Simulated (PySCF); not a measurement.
# BH3O (BH2(OH)): CCSDTQ/STO-6G

Aim: the energy change on altering one bond length of BH3O (BH2(OH)) at CCSDTQ/STO-6G, from 2 runs. Input form: a Python script.

The calculation is run with PySCF 2.14.0.

11 further runs of the same task are left out: 11 set aside as unsound or not needed.

## (1) The structure to begin with

BH3O: 5 atoms, total charge 0, spin state singlet. As SMILES, `[H]B([H])O`. The shape is that of a GFN2-xTB optimisation.

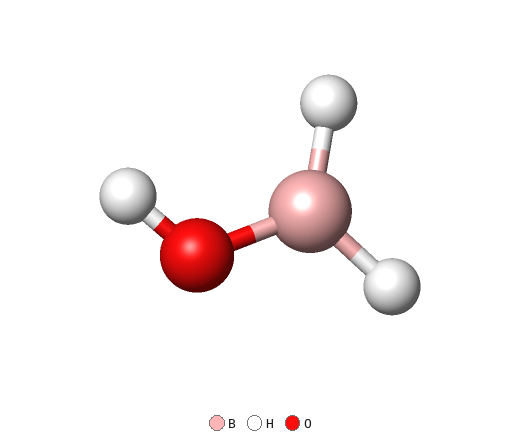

Viewed from a chosen angle; boron pink, hydrogen white, oxygen red.

## (2) A single-point energy at CCSDTQ/STO-6G

calc.py reads:

```python
from pyscf import gto, scf, cc

mol = gto.Mole()
mol.atom = '''
B        0.270970       0.302480      -0.108500
H        1.403550       0.390040      -0.395610
H       -0.432910       1.251360      -0.080700
O       -0.159420      -0.918700       0.174490
H       -1.082200      -1.025180       0.410320
'''
mol.max_memory = 1860
mol.basis = 'sto-6g'
mol.verbose = 3
mol.charge = 0
mol.build()

mf = scf.RHF(mol)
mf.conv_tol = 1e-10
mf.kernel()
if not mf.converged:
    mf = mf.newton().run(mf.mo_coeff, mf.mo_occ)

mycc = cc.CCSDTQ(mf, frozen=2)
mycc.kernel()
e_tot = mycc.e_tot
print('E = %.10f Eh' % e_tot)
```

Started as:

```bash
$ OMP_NUM_THREADS=1 python calc.py
```

Output:

```text
converged SCF energy = -100.953776260989
_make_eris_incore_RCCSDTQ

WARN: A large `blksize` is being used, which may cause large memory consumption
      for storing contraction intermediates. If memory is sufficient, consider using
      `pyscf.cc.rccsdtq_highm.RCCSDTQ` instead.

RCCSDTQ converged
E(RCCSDTQ) = -101.0623500298868   E_corr = -0.1085737688982025
E_corr(same-spin) = -0.0123887970895029
E_corr(oppo-spin) = -0.0961849718086996
E = -101.0623500299 Eh
```

Run time: 11 s. Hardware: 1 thread of Arm Neoverse V2, shared host; peak memory 0.12 GiB.

## (3) The distorted shape

job.py reads:

```python
from pyscf import gto, cc

mol = gto.M(
    atom='''
B    1.115622  -0.836171  -0.141860
H    2.248202  -0.748611  -0.428970
H   -0.432910   1.251360  -0.080700
O    0.685232  -2.057351   0.141130
H   -0.237548  -2.163831   0.376960
''',
    verbose=4,
    basis='sto-6g',
    max_memory=1860,
)

mf = mol.RHF()
mf.conv_tol = 1e-10
mf.kernel()
if not mf.converged:
    mf = mf.newton().run(mf.mo_coeff, mf.mo_occ)

mycc = cc.CCSDTQ(mf, frozen=2)
mycc.kernel()
e_tot = mycc.e_tot
print('E = %.10f Eh' % e_tot)
```

Started as:

```bash
$ OMP_NUM_THREADS=1 python job.py
```

Output:

```text
PySCF version 2.14.0

[INPUT] num. atoms = 5
[INPUT] num. electrons = 16
[INPUT] charge = 0
[INPUT] spin (= nelec alpha-beta = 2S) = 0
[INPUT] symmetry False subgroup None
[INPUT] Mole.unit = angstrom
[INPUT] Symbol           X                Y                Z      unit          X                Y                Z       unit  Magmom
[INPUT]  1 B      1.115622000000  -0.836171000000  -0.141860000000 AA    2.108220038540  -1.580134183304  -0.268076548031 Bohr   0.0
[INPUT]  2 H      2.248202000000  -0.748611000000  -0.428970000000 AA    4.248486052699  -1.414669763837  -0.810635815655 Bohr   0.0
[INPUT]  3 H     -0.432910000000   1.251360000000  -0.080700000000 AA   -0.818081336585   2.364727683236  -0.152500898252 Bohr   0.0
[INPUT]  4 O      0.685232000000  -2.057351000000   0.141130000000 AA    1.294900811788  -3.887829932100   0.266697047960 Bohr   0.0
[INPUT]  5 H     -0.237548000000  -2.163831000000   0.376960000000 AA   -0.448900661438  -4.089047969844   0.712351159916 Bohr   0.0

nuclear repulsion = 28.7085213204391
number of shells = 9
number of NR pGTOs = 78
number of NR cGTOs = 13
basis = sto-6g
ecp = {}

******** <class 'pyscf.scf.hf.RHF'> ********
method = RHF
initial guess = minao
damping factor = 0
level_shift factor = 0
DIIS = <class 'pyscf.scf.diis.CDIIS'>
diis_start_cycle = 1
diis_space = 8
diis_damp = 0
SCF conv_tol = 1e-10
SCF conv_tol_grad = None
SCF max_cycles = 50
direct_scf = True
direct_scf_tol = 1e-13
Set gradient conv threshold to 1e-05
Initial guess from minao.
init E= -100.700188575496
  HOMO = -0.13698359997082  LUMO = 0.05660765059572  gap/eV = 5.26789
cycle= 1 E= -100.508567122329  delta_E= 0.192  |g|= 0.453  |ddm|= 2.43
  HOMO = -0.126739614136837  LUMO = 0.137787414364013  gap/eV = 7.19815
cycle= 2 E= -100.582021627524  delta_E= -0.0735  |g|= 0.339  |ddm|= 1.58
  HOMO = -0.163192701160931  LUMO = 0.148346397249315  gap/eV = 8.47741
cycle= 3 E= -100.642633694975  delta_E= -0.0606  |g|= 0.0412  |ddm|= 0.708
  HOMO = -0.181738252604895  LUMO = 0.156464415869443  gap/eV = 9.20296
cycle= 4 E= -100.643946717727  delta_E= -0.00131  |g|= 0.0146  |ddm|= 0.109
  HOMO = -0.188123299239815  LUMO = 0.154845916668463  gap/eV = 9.33267
cycle= 5 E= -100.644078083339  delta_E= -0.000131  |g|= 0.00322  |ddm|= 0.0359
  HOMO = -0.185449753171152  LUMO = 0.153369865265309  gap/eV = 9.21975
cycle= 6 E= -100.644084617994  delta_E= -6.53e-06  |g|= 0.000342  |ddm|= 0.00699
  HOMO = -0.185921390351254  LUMO = 0.153777480153165  gap/eV = 9.24368
cycle= 7 E= -100.644084731702  delta_E= -1.14e-07  |g|= 7.9e-05  |ddm|= 0.000902
  HOMO = -0.185901193511523  LUMO = 0.153754430311824  gap/eV = 9.24250
cycle= 8 E= -100.64408473751  delta_E= -5.81e-09  |g|= 1.57e-05  |ddm|= 0.000215
  HOMO = -0.185903838950107  LUMO = 0.153763632256278  gap/eV = 9.24282
cycle= 9 E= -100.644084737728  delta_E= -2.18e-10  |g|= 4.18e-06  |ddm|= 4.71e-05
  HOMO = -0.185904484286129  LUMO = 0.153763212375318  gap/eV = 9.24283
cycle= 10 E= -100.644084737742  delta_E= -1.44e-11  |g|= 5.04e-07  |ddm|= 1.18e-05
  HOMO = -0.185904775452434  LUMO = 0.153763464833435  gap/eV = 9.24284
Extra cycle  E= -100.644084737742  delta_E= -3.13e-13  |g|= 2.53e-07  |ddm|= 1.15e-06
converged SCF energy = -100.644084737742

******** <class 'pyscf.cc.rccsdtq.RCCSDTQ'> ********
RCCSDTQ nocc = 6, nmo = 11
Allocating only the i<=j<=k<=l part of the T4 amplitude in memory
frozen orbitals 2
max_cycle = 50
conv_tol = 1e-07
conv_tol_normt = 1e-06
diis with the T4 amplitude
diis_space = 6
diis_start_cycle = 0
diis_start_energy_diff = 1e+09
einsum_backend: numpy
_make_eris_incore_RCCSDTQ
blksize  4

WARN: A large `blksize` is being used, which may cause large memory consumption
      for storing contraction intermediates. If memory is sufficient, consider using
      `pyscf.cc.rccsdtq_highm.RCCSDTQ` instead.

Approximate memory usage estimate
    T4 memory                 615 KB
    R4 memory                 615 KB
    Symmetrized T4 memory     547 KB
    ERIs memory               114 KB
    T1-ERIs memory            114 KB
    Intermediates memory      352 KB
Init t2, MP2 energy = -100.795135094910  E_corr(MP2) -0.151050357168
Init E_corr(RCCSDTQ) = -0.151050357167525
cycle =  1  E_corr(RCCSDTQ) = -0.186393814751  dE = -3.534345758301e-02  norm(d tamps) = 1.82556931e-01
cycle =  2  E_corr(RCCSDTQ) = -0.215347234632  dE = -2.895341988139e-02  norm(d tamps) = 1.00027486e-01
cycle =  3  E_corr(RCCSDTQ) = -0.218632188942  dE = -3.284954309817e-03  norm(d tamps) = 5.12401616e-02
cycle =  4  E_corr(RCCSDTQ) = -0.227672678647  dE = -9.040489705417e-03  norm(d tamps) = 4.27338285e-02
cycle =  5  E_corr(RCCSDTQ) = -0.228694767647  dE = -1.022088999444e-03  norm(d tamps) = 1.12977274e-02
cycle =  6  E_corr(RCCSDTQ) = -0.228816104767  dE = -1.213371203680e-04  norm(d tamps) = 4.40605188e-03
cycle =  7  E_corr(RCCSDTQ) = -0.229104543034  dE = -2.884382674903e-04  norm(d tamps) = 2.03219127e-03
cycle =  8  E_corr(RCCSDTQ) = -0.229207616896  dE = -1.030738620170e-04  norm(d tamps) = 1.03166063e-03
cycle =  9  E_corr(RCCSDTQ) = -0.229217749485  dE = -1.013258883664e-05  norm(d tamps) = 4.60529160e-04
cycle = 10  E_corr(RCCSDTQ) = -0.229182919276  dE =  3.483020892808e-05  norm(d tamps) = 2.35563785e-04
cycle = 11  E_corr(RCCSDTQ) = -0.229186707475  dE = -3.788198322002e-06  norm(d tamps) = 1.42846838e-04
cycle = 12  E_corr(RCCSDTQ) = -0.229184468727  dE =  2.238747680794e-06  norm(d tamps) = 4.62518324e-05
cycle = 13  E_corr(RCCSDTQ) = -0.229183430500  dE =  1.038226548511e-06  norm(d tamps) = 2.44258636e-05
cycle = 14  E_corr(RCCSDTQ) = -0.229183551751  dE = -1.212503867865e-07  norm(d tamps) = 1.23481447e-05
cycle = 15  E_corr(RCCSDTQ) = -0.229184072462  dE = -5.207114260053e-07  norm(d tamps) = 5.57630055e-06
cycle = 16  E_corr(RCCSDTQ) = -0.229184495822  dE = -4.233598743242e-07  norm(d tamps) = 3.15930204e-06
cycle = 17  E_corr(RCCSDTQ) = -0.229184707616  dE = -2.117938471824e-07  norm(d tamps) = 1.46751118e-06
cycle = 18  E_corr(RCCSDTQ) = -0.229184702782  dE =  4.833766747980e-09  norm(d tamps) = 7.22615045e-07
RCCSDTQ converged
E(RCCSDTQ) = -100.8732694405245   E_corr = -0.2291847027822398
E_corr(same-spin) = -0.0138470187843078
E_corr(oppo-spin) = -0.215337683997932
E = -100.8732694405 Eh
```

Run time: 14 s. Hardware: 1 thread of Arm Neoverse V2, shared host; peak memory 0.14 GiB.

## (4) What came out

Level: CCSDTQ/STO-6G, 2 core orbitals frozen.

```
                                                         quantity          value
                                        first shape: total energy  -101.06235 Eh
                first shape: dipole moment (Hartree–Fock density)         1.65 D
                 first shape: HOMO energy (Hartree–Fock orbitals)      -10.78 eV
                 first shape: LUMO energy (Hartree–Fock orbitals)        8.34 eV
               first shape: HOMO–LUMO gap (Hartree–Fock orbitals)       19.12 eV
         first shape: correlation energy (2 core orbitals frozen)     -108.6 mEh
                                       first shape: T1 diagnostic          0.020
                                    distorted shape: total energy  -100.87327 Eh
            distorted shape: dipole moment (Hartree–Fock density)         2.02 D
             distorted shape: HOMO energy (Hartree–Fock orbitals)       -5.06 eV
             distorted shape: LUMO energy (Hartree–Fock orbitals)        4.18 eV
           distorted shape: HOMO–LUMO gap (Hartree–Fock orbitals)        9.24 eV
     distorted shape: correlation energy (2 core orbitals frozen)     -229.2 mEh
                                   distorted shape: T1 diagnostic          0.037
energy change with the B1–H3 bond stretched from 1.182 to 2.600 Å       5.145 eV
```

With the B1–H3 bond stretched from 1.182 to 2.600 Å the energy rises by 5.15 eV (119 kcal/mol). The first shape isn't relaxed at this level, so the change isn't measured from a minimum. The minimal basis adds a large error of its own. Mulliken charges (first shape) of the mean-field density run from -0.38 on O4 to +0.32 on B1.
